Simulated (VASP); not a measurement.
Band structure of Al (relaxed from the bcc structure, space group Im-3m). Calculation: PBEsol GGA, VASP's PBE PAW potentials (set 64) (plane waves; VASP 6.6.1).

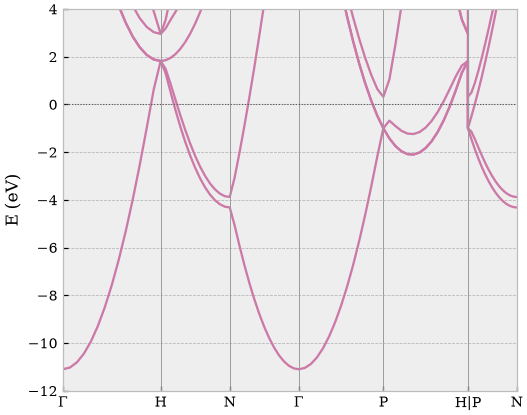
*Bands along high-symmetry lines, zero at the valence-band maximum or, without a gap, the Fermi level*

### Question
Read the plot: is there a gap, and where are the band edges?

### Answer
It has no gap at this level: it comes out as a metal or semimetal. (Edges off the drawn lines would not show.)

The structure was generated: Al was put into the bcc type (Im-3m), which need not be its known phase. It was relaxed first.
